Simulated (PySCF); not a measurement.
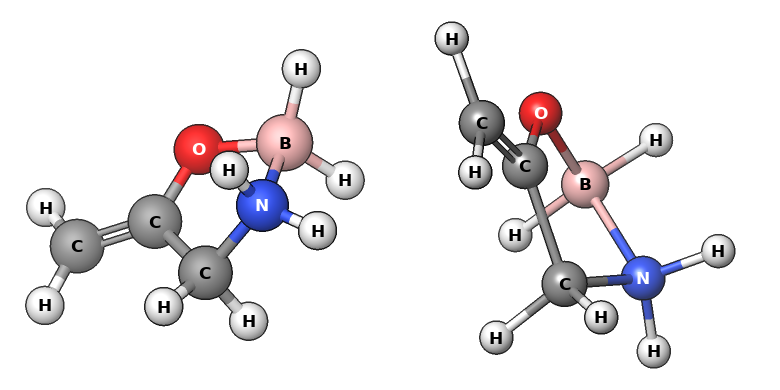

Both panels show the same species.

Computed geometry: PBE0-D3(BJ)/def2-SVP optimisation. No frequency run is at hand to confirm it as a minimum.

Identify the structure.

It has 14 atoms: 3 carbon, 8 hydrogen, 1 boron, 1 nitrogen and 1 oxygen (C₃H₈BNO). Its SMILES string is `C=C1C[NH2+][BH2-]O1`. Independent rings (smallest set): 1 of 5 members. Among its groups: alkene, B–H bond. The point group is C1. Coordination: 2 C trigonal planar; 1 C tetrahedral; 1 N tetrahedral; 1 B tetrahedral; 1 O bent.

The parts below concern this one geometry. Atoms keep their numbers from picture to picture.

Ring current

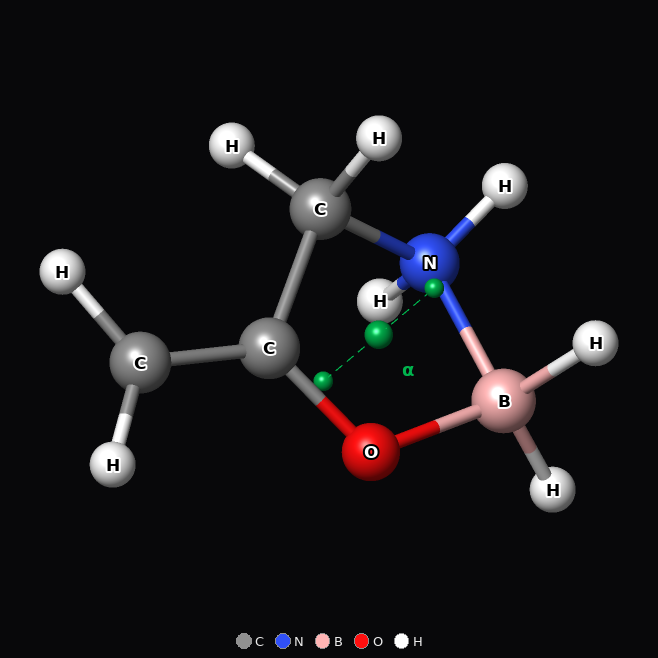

The small points mark where nucleus-independent chemical shifts (NICS) were computed: at the centre of each lettered ring and 1 Å above and below it. No frequency run is at hand to confirm it as a minimum. Properties computed with GIAO B97-D/pcSseg-1 NMR shielding, non-relativistic, gas phase (PySCF 2.14.0).

Give NICS(0), NICS(1) and the out-of-plane component NICS(1)zz for each ring (means of the two sides).

```
ring  members  NICS(0)  NICS(1)  NICS(1)zz
   α    C2BNO     −5.0     −3.0       −4.2
```

Values in ppm.

> What do the values say about the ring currents?

Ring α: weak, as in a non-aromatic ring. NICS is one index among several.

Levels of theory compared

No frequency run is at hand to confirm it as a minimum. Program: PySCF 2.14.0.

Tabulate dipole (D), HOMO energy (eV) at these levels: B3LYP/pcSseg-1; B97-D/pcSseg-1; BLYP/pcSseg-1; BP86/pcSseg-1; HF/pcSseg-1; KT2/pcSseg-1; KT3/pcSseg-1; LDA/pcSseg-1; OPBE/pcSseg-1; PBE/pcSseg-1.

| level | dipole (D) | HOMO energy (eV) |
| --- | --- | --- |
| B3LYP/pcSseg-1 | 5.78 | −5.74 |
| B97-D/pcSseg-1 | 5.65 | −4.75 |
| BLYP/pcSseg-1 | 5.64 | −4.63 |
| BP86/pcSseg-1 | 5.67 | −4.88 |
| HF/pcSseg-1 | 6.15 | −8.62 |
| KT2/pcSseg-1 | 5.54 | −4.83 |
| KT3/pcSseg-1 | 5.53 | −4.82 |
| LDA/pcSseg-1 | 5.74 | −4.92 |
| OPBE/pcSseg-1 | 5.64 | −4.73 |
| PBE/pcSseg-1 | 5.65 | −4.76 |

NMR shielding

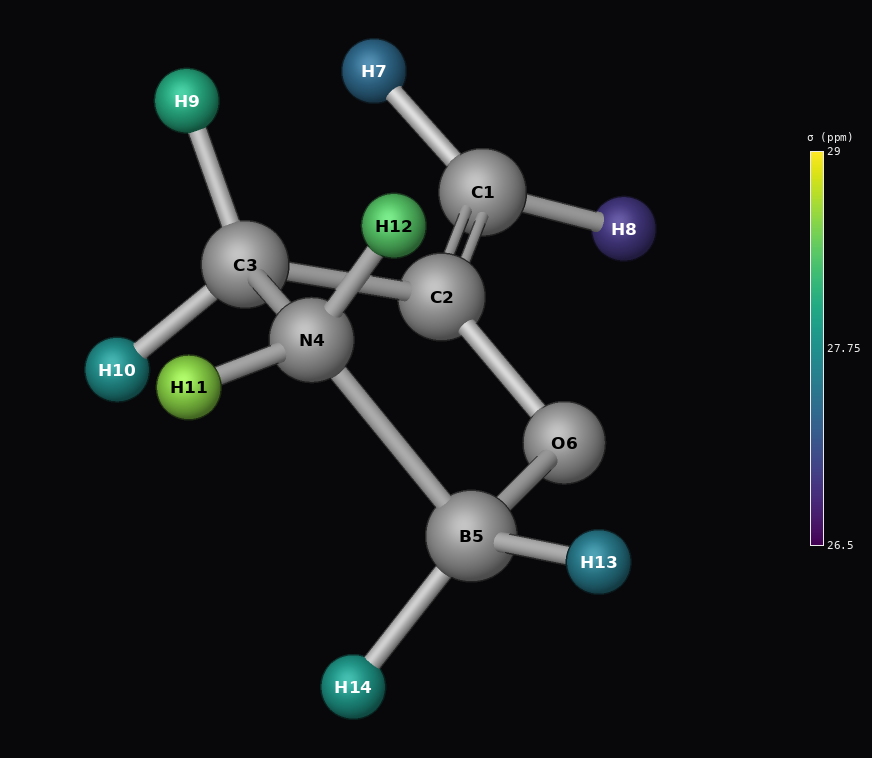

Atoms are coloured by their isotropic NMR shieldings (H only, the others grey). No frequency run is at hand to confirm it as a minimum. Level of theory: GIAO PBE/pcSseg-1 NMR shielding, non-relativistic, gas phase (PySCF 2.14.0).

> Which H atom is the most shielded (lowest chemical shift)?

H11 (28.57 ppm).

> Which H atom is the least shielded (highest chemical shift)?

H8 (26.91 ppm).

> How wide is the range of H shifts?

1.66 ppm.

List the isotropic NMR shieldings of the H atoms.

```
atom  σ (ppm)
  H7    27.37
  H8    26.91
  H9    28.04
 H10    27.74
 H11    28.57
 H12    28.34
 H13    27.54
 H14    27.85
```
